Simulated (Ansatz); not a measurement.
**BrF3Si···HF: density, localisation and related maps**

Input file:

```
crystal:
  periodic: [false, false, false]
  atoms:
    - { symbol: Si, position_ang: [-0.761448, 0.137724, -0.460935] }
    - { symbol: F, position_ang: [1.515113, -1.02442, 1.067688] }
    - { symbol: F, position_ang: [-0.191834, -1.130122, -1.225656] }
    - { symbol: F, position_ang: [-1.337121, -0.240408, 0.968698] }
    - { symbol: F, position_ang: [-1.960314, 0.734014, -1.327764] }
    - { symbol: H, position_ang: [1.929741, -0.247089, 1.289706] }
    - { symbol: Br, position_ang: [0.805864, 1.770402, -0.311836] }
basis:
  gaussian: { orbitals: def2-SVP }
hamiltonian:
  xc: pbe0
  dispersion: d4
relax:
  f_tol: 0.03
  max_steps: 50
output:
  orbitals: {}
```

Command:

```sh
ansatz run input.yaml --threads 2 --pin off --max-ram 3072MiB --backend cpu --events-out ev --progress --plain --runs-dir out
```

The fields are those of the run's last geometry, not of the input's.

Method: RKS PBE0-D4/def2-SVP (Ansatz 0.2.0).

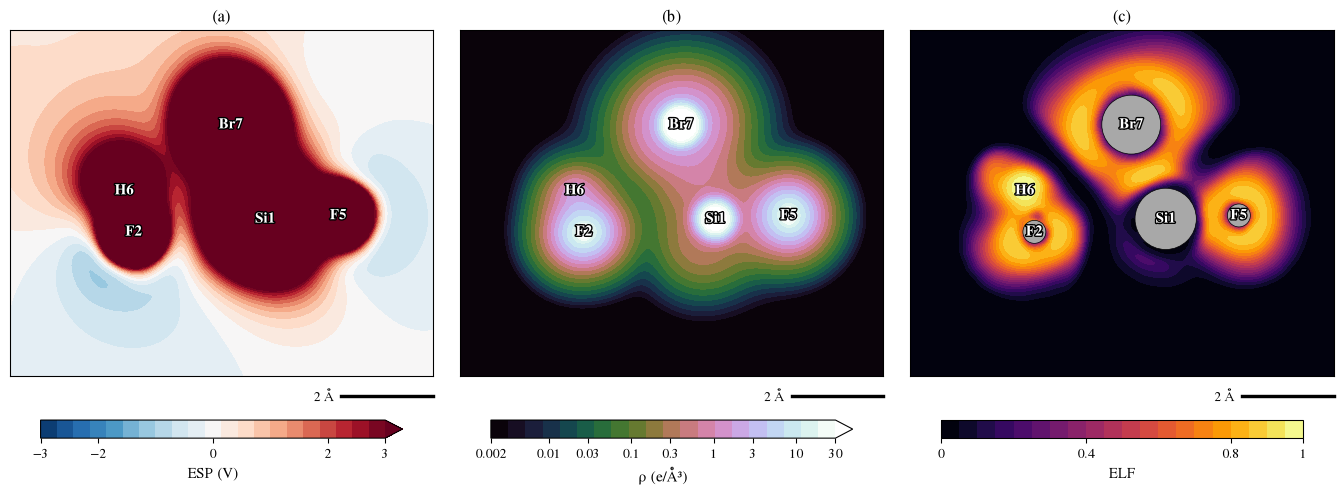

Figure 1. (a) electrostatic potential; (b) electron density; (c) electron localisation function on the plane of atoms F5, Si1 and Br7. Grey discs cover the atomic cores in the ELF map.

**Interpret the plot.**

- Atoms in the plane: Si, F, H and Br.
- Si1···F2 (2.87 Å): the density falls to about 0.08 e/Å³ on the way; the ELF dips to about 0 between them.
- Si–F (1.60 Å): ρ is about 1.1 e/Å³ halfway; the ELF peaks at about 0.85 in the valence shell of F, 0.6 Å from its nucleus, and is about 0.45 at the midpoint.
- Si–Br (2.19 Å): ρ at the midpoint is about 0.84 e/Å³; the ELF peaks at about 0.90 between the atoms; a shared but strongly polarised pair.
- F–H (0.92 Å): the density is about 4.6 e/Å³ at the midpoint; the ELF climbs to about 1 towards the hydrogen, as it does in any bond to H; an ordinary covalent bond to hydrogen.
- The ELF also peaks beside F2, F5 and Br7, away from the bonds: lone-pair regions.
- Outside the dense part of the complex the potential is most negative (−1.0 V) near F2.

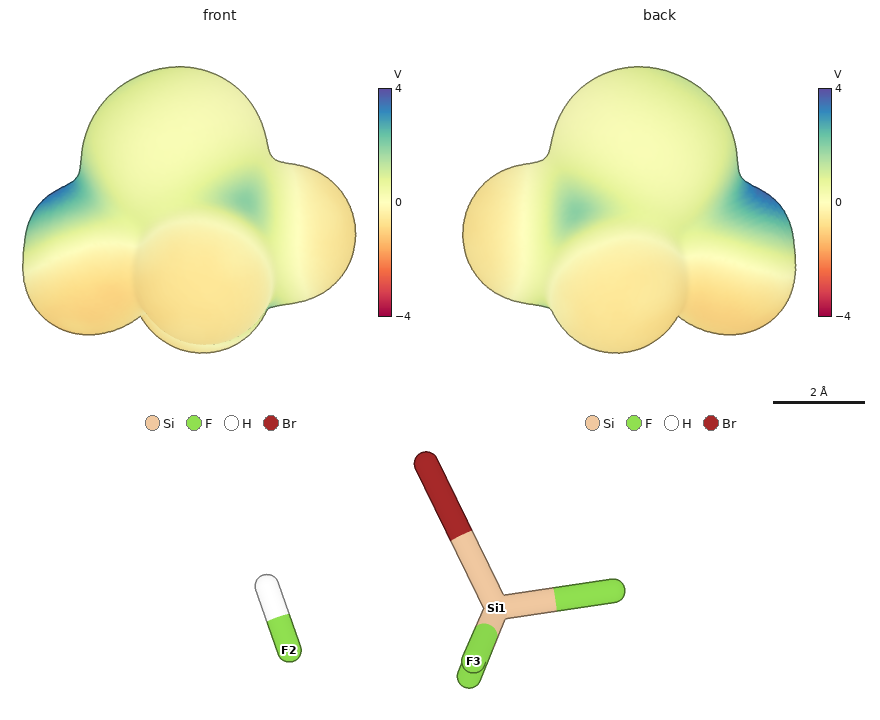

Figure 2. The electrostatic potential painted on the density surface at 0.002 e/bohr³, seen from the front and from behind; red is negative and blue positive. The bare structure is drawn below in the same view.

**Where is the surface potential most negative and most positive?**

The most negative region (about −1.0 V) lies over F2, the most positive (about +3.5 V) over H6.

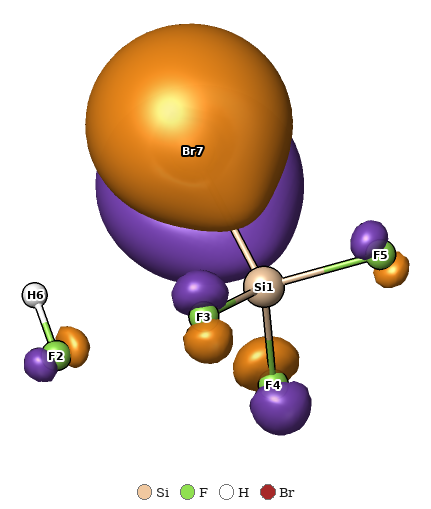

Figure 3. The HOMO−1 at ±0.1 Å⁻³ᐟ² (orange and purple are the two phases), seen at a tilt.

**Where does this orbital lie, and at what energy?**

Its weight (Hirshfeld) is mainly on Br7 (about 90 %); largely a lone pair of Br7. Its energy is −9.64 eV.
